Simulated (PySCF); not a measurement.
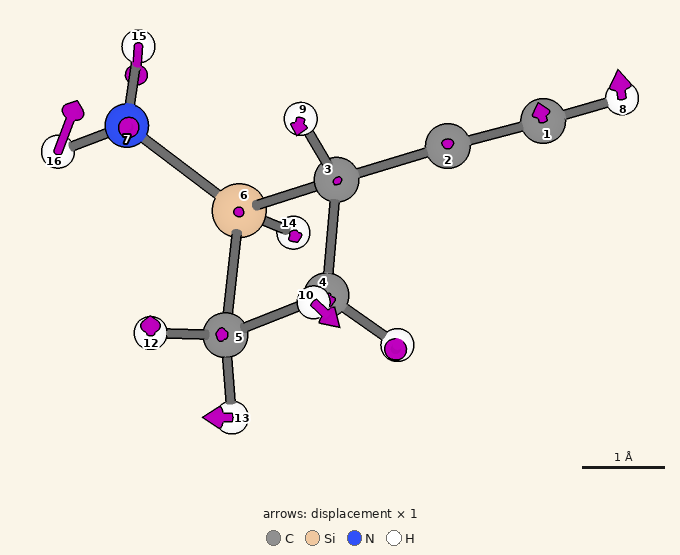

A relaxation of C₅H₉NSi. The starting structure is drawn; purple arrows show the displacements, at their true length. The two geometries are superimposed by the best rigid fit.

Style: ball-and-stick. Shown at a tilt.

The start comes from GFN2-xTB. Its atoms were then displaced at random by about 0.01 Å.

Theory: PBE0-D3(BJ)/def2-SVP geometry optimisation, gas phase (PySCF 2.14.0, density-fitted response routines). 

Which element moves most?

Hydrogen: up to 1.09 Å, against 0.36 Å for nitrogen.

What did the optimiser do to the structure, and how much energy did it gain?

The largest move after the best rigid fit is that of an H atom, 1.09 Å. By element the largest moves are H 1.09 Å, N 0.36 Å, C 0.28 Å, Si 0.10 Å. Near-neighbour distances that change, for instance: C–C 1.499 → 1.559 Å, C–H 1.027 → 1.073 Å, H–Si 1.455 → 1.492 Å, C–Si 1.909 → 1.887 Å. Bond angles that change, for instance: C–Si–N 112.3° → 124.8°, N–Si–H 117.8° → 106.7°, C–Si–N 114.5° → 120.8°. After 29 geometry steps the energy has fallen by 9.20 kcal/mol. The run took 3.5 min on 1 thread of Intel(R) Xeon(R) 6975P-C, with other jobs on the host.
